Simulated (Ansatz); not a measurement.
# LaSc2Si2: relaxing a made-up structure, part 2 of 2

Starting from a made-up structure for LaSc2Si2, the aim is the relaxed cell, its shortest contacts and, where a second run follows, its electronic structure.

Ansatz 0.2.0; DFT, r2SCAN, plane-wave PAW, files of the set soft_1, scalar-relativistic, no spin, cell and ions relaxed at zero pressure; PAW set soft_1 (the session's first sound run).

So far: Starting point; Relaxation of the guess. The relaxed cell has a = 4.373, c = 11.906 Å (conventional setting).

## (3) Electronic structure of the relaxed cell

With the geometry fixed, one more self-consistent run, with a narrower smearing and the mesh shown in its input, gives the bands, and its pressure, and its forces where symmetry allows any, show how far the geometry depends on these settings.

This step: DFT, r2SCAN, plane-wave PAW, files of the set soft_1, scalar-relativistic, no spin, bands and density of states at the relaxed cell; PAW set soft_1 (Ansatz 0.2.0).

The input, input.yaml:

```yaml
crystal:
  lattice:
    - [-2.1867203236, 2.1867203236, 5.9527931966]
    - [2.1867203236, -2.1867203236, 5.9527931966]
    - [2.1867203236, 2.1867203236, -5.9527931966]
  atoms:
    - { symbol: La, position: [0.0, 0.0, 0.0] }
    - { symbol: Sc, position: [0.75, 0.25, 0.5] }
    - { symbol: Sc, position: [0.25, 0.75, 0.5] }
    - { symbol: Si, position: [0.3959521764, 0.3959521764, 0.0] }
    - { symbol: Si, position: [0.6040478236, 0.6040478236, 0.0] }
kpoints:
  mp_grid: { grid: [10, 10, 10] }
  band_path:
    path:
      - [[0.0, 0.0, 0.0], [-0.5, 0.5, 0.0], [-0.5, 0.5, -0.06747065], [-0.28373533, 0.28373533, -0.28373533], [0.0, 0.0, 0.0], [0.5, 0.5, -0.5], [0.28373533, 0.71626467, -0.71626467], [0.0, 0.5, -0.5], [-0.25, 0.75, -0.25], [0.06747065, 0.93252935, -0.5], [0.5, 0.5, -0.5]]
      - [[-0.5, 0.5, 0.0], [-0.25, 0.75, -0.25]]
    npoints: 7
scf:
  occupations: { method: fermi_dirac, width: 0.03 }
  n_extra_bands: 9
hamiltonian:
  xc: r2scan
  pseudopotentials: { kind: paw, azcp: { folder: soft_1 } }
output:
  forces: true
  stress: true
  write_bands: true
  dos: { projected: true }
  write_density: true
  write_potential: true
  elf: true
  volumetric_format: npy
```

On the command line:

```bash
> ansatz run input.yaml --threads 4 --pin off --max-ram 8192MiB --backend cpu --events-out ev --progress --plain --runs-dir out
```

Numbers of over 12 decimals in the logs are rounded to 6 here.

The program printed:

```text
La: projections on atomic orbitals take those of the free atom [Kr 4d10] 4f0 5s2 5p6 5d1 6s2, of charge +0.00 (hamiltonian.pseudopotentials.projection_atoms); the dataset's partial waves leave at most 1.9e-5 of an orbital's norm unspanned inside its sphere
[...]
Crystal: 5 atoms, lattice volume = 113.859 Å³
Basis set: ecut = 500 eV, 2845 PW (Γ), exchange–correlation on 200×200×200 points (64 copies of the dense FFT grid, shifted against one another)
Bands: 30, of which v1, the nominal top of the filled ones, is band 21 counted from 1 (20 counted from 0)
Symmetry: 16 space group operations
[...]
k-points: 102 of 1000
[...]
SCF iter   1: F=—  HF=-11827.897725 eV  |F-HF|=—  |Δ(HF+E_count)|=         —  Δρ=3.29e-2  dr2=1.58e0  dr2_τ=2.28e-2  ethr=3.10e-3  ⟨swp⟩=6.4  Hψ=14628  notcnv=0
[...]
SCF iter   9: F=-11827.961588 eV  HF=-11827.961588 eV  |F-HF|=2.00e-9  |Δ(HF+E_count)|=   2.16e-8  Δρ=1.91e-6  dr2=6.54e-9  dr2_τ=2.12e-10  ethr=2.44e-10  ⟨swp⟩=16.3  Hψ=21939  notcnv=0
SCF 1 converged in 9 iterations: F = -11827.961588 eV  dr2 = 6.54e-9
[...]
NSCF: frozen V_eff on 79 k-points
SCF converged after 9 iterations
Free energy (F): -11827.961588 eV
[...]
Internal energy: -11827.946957 eV  (E = F + TS)
E sigma→0 (E₀):  -11827.954272 eV
Entropy (-TS):   -0.014631 eV (-2.926 meV/atom)
Fermi energy:    10.080482 eV
[...]
--- Forces (eV/Å), atoms counted from 1 ---
  atom   1  La     0.00000000     0.00000000    -0.00000000
  atom   2  Sc     0.00000000     0.00000000     0.00000000
  atom   3  Sc     0.00000000     0.00000000     0.00000000
  atom   4  Si    -0.00000000    -0.00000000    -0.00543776
  atom   5  Si     0.00000000    -0.00000000     0.00543776
  max |Σ_I F_I| component: 3.47e-18 eV/Å
--- Stress (GPa, compression-positive) ---
       -0.017129       0.000000      -0.000000
        0.000000      -0.017129      -0.000000
        0.000000      -0.000000      -0.037881
  P = ⅓ Tr σ = -0.0240 GPa (-0.240 kbar)
--- Band table (eV; the first three rows and the last of 102) ---
  k-point 0: bands = [... 17 lower, 8.9128, 9.4254, 9.4254, 9.9341, 9.9453, 10.9357, 11.3348, 11.9578, ... 5 higher]
  k-point 1: bands = [... 17 lower, 8.9703, 8.9928, 9.6058, 10.0511, 10.2220, 10.9459, 11.6224, 11.6250, ... 5 higher]
  k-point 2: bands = [... 17 lower, 8.1653, 9.1823, 9.9211, 10.1175, 10.4949, 10.8831, 11.2848, 11.7637, ... 5 higher]
  k-point 101: bands = [... 17 lower, 8.9524, 8.9524, 9.0464, 9.2766, 9.3143, 10.0220, 12.2781, 12.3798, ... 5 higher]
```

Wall time 20 s (4 threads of Arm Neoverse V1, shared host); peak memory 1.2 GiB; 79 s of CPU time.

Numbers from this step:

```yaml
free_energy: -11827.9616 eV
energy_at_zero_smearing: -11827.9543 eV
smearing_term_ts: 0.01463 eV
fermi_energy: 10.08 eV
pressure: -0.02405 GPa
```

bands.tsv at the labelled points (eV, zero at the Fermi level; the bands that come nearest the Fermi level along the path):

```
point  band 18  band 19  band 20  band 21  band 22  band 23  band 24  band 25
    Γ    -1.17    -0.66    -0.66    -0.15    -0.14     0.86     1.25     1.88
    X    -1.91    -1.77    -1.05     0.06     0.37     0.68     1.96     2.15
    Y    -2.12    -1.76    -0.95    -0.06     0.43     0.66     2.02     2.13
    S    -2.00    -0.85    -0.40    -0.39     0.39     1.40     1.47     1.62
    Γ    -1.17    -0.66    -0.66    -0.15    -0.14     0.86     1.25     1.88
    Z    -1.13    -1.13    -1.03    -0.80    -0.77    -0.06     2.20     2.30
   S1    -2.00    -0.85    -0.40    -0.39     0.39     1.40     1.47     1.62
    N    -1.60    -1.11    -0.67     0.55     0.67     0.75     1.17     1.80
    P    -1.85    -1.85    -1.11     0.12     0.54     0.54     2.05     2.05
   Y1    -2.12    -1.76    -0.95    -0.06     0.43     0.66     2.02     2.13
    Z    -1.13    -1.13    -1.03    -0.80    -0.77    -0.06     2.20     2.30
    X    -1.91    -1.77    -1.05     0.06     0.37     0.68     1.96     2.15
    P    -1.85    -1.85    -1.11     0.12     0.54     0.54     2.05     2.05
```

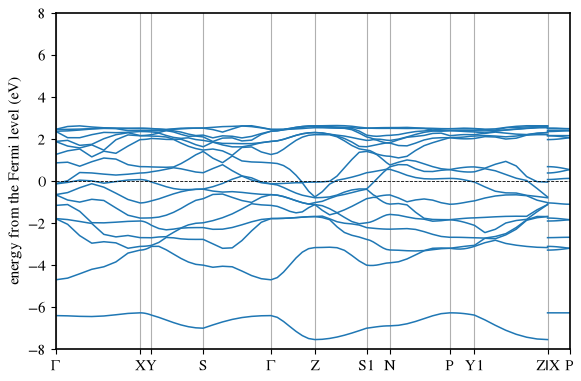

Bands along the path. 13 bands lie wholly below the window drawn.

Counts of states for the cell as run, both spins, by energy window (eV from the Fermi level):

```csv
from,to,total
-8,-7,0.41
-7,-6,1.59
-6,-5,0.00
-5,-4,0.33
-4,-3,2.59
-3,-2,3.06
-2,-1,3.81
-1,0,3.19
0,1,4.68
1,2,4.35
```

Below -8 eV lie 26.0 more states.

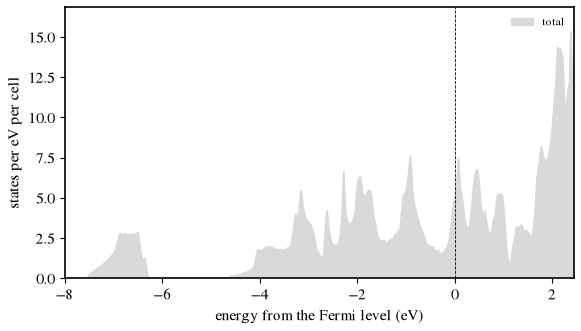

Total density of states, smoothed over about 0.04 eV.

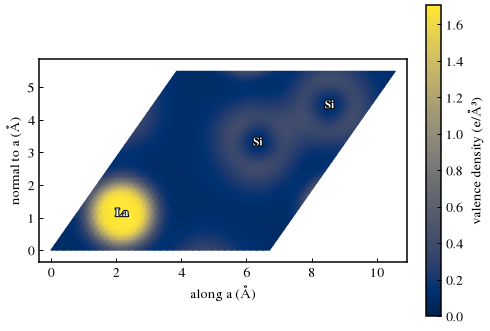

Valence density in the ab plane of the cell as run, not the conventional one, at fractional z = 0.000, with atoms of La and Si within 0.2 Å of it. It is the smooth field of the valence electrons, not physical close to the nuclei. The map starts off the cell's origin, so that atoms lie inside it.

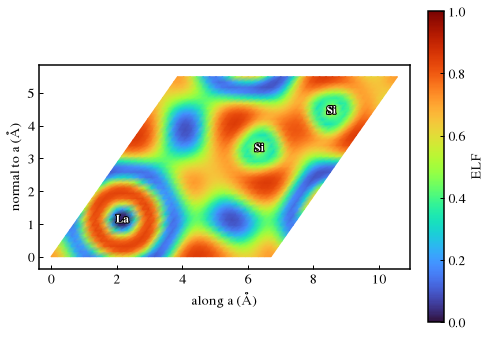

ELF in the ab plane of the cell as run, not the conventional one, at fractional z = 0.000, with atoms of La and Si within 0.2 Å of it. It is the smooth field of the valence electrons, not physical close to the nuclei. The map starts off the cell's origin, so that atoms lie inside it.

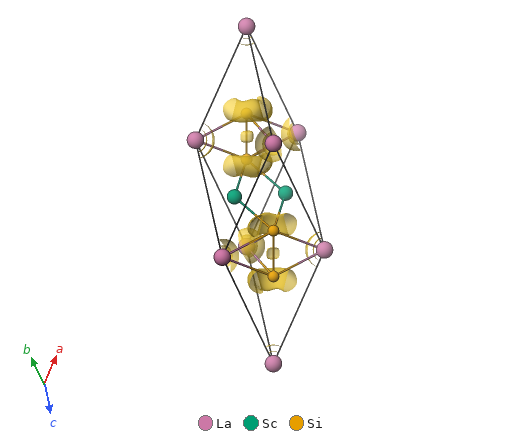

Surface of ELF = 0.77. Drawn on the cell as run, not the conventional one. Bonds to atoms that aren't drawn are left out.

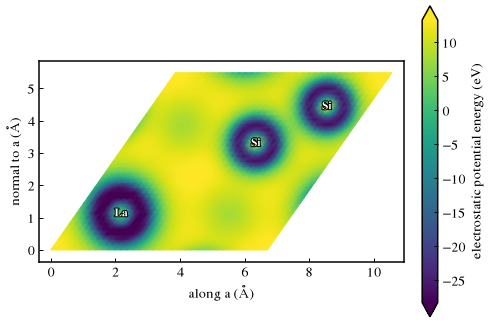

Electrostatic potential energy in the ab plane of the cell as run, not the conventional one, at fractional z = 0.000, with atoms of La and Si within 0.2 Å of it. With pseudopotentials it is smooth inside the atoms' cores, unlike the true potential. The map starts off the cell's origin, so that atoms lie inside it.

## (4) Summary of results

- space group, relaxed: I4/mmm
- conventional cell: a = 4.373, b = 4.373, c = 11.906 Å; α = 90.0°, β = 90.0°, γ = 90.0°
- volume per atom: 22.77 Å³ (guess 20.76)

**Reading.** LaSc2Si2 relaxes to I4/mmm with a = 4.373, b = 4.373 and c = 11.906 Å. The guessed volume was 9 % too small. The space group I4/mmm was held in the relaxation, so the end point is a stationary structure within it and may be a saddle against distortions or other arrangements. Bands cross the Fermi level, so it is a metal or semimetal at this level. The electron count is odd, which forces that without spin polarisation or a larger cell. On the 10×10×10 mesh with the narrower smearing (relaxed on 9×9×9) the largest force component is 0.005 eV/Å and the largest stress component is 0.038 GPa, within the relaxation's thresholds of 0.015 eV/Å and 0.05 GPa. The cutoff wasn't tested. Spin-orbit coupling is left out, which can matter for elements this heavy. No dispersion term is used, so weakly bound directions may come out too long. Nothing here tests whether the compound is stable against decomposition.

[Logs are printed without paths, hosts, clocks, repeated set-up lines and the standing remarks that a program may print on its own settings, such as how far it seeks lower states.]

[Hosts, paths, dates, database ids (printed as entryN), source tags and the programs' standing remarks are cut or masked in the printed files.]
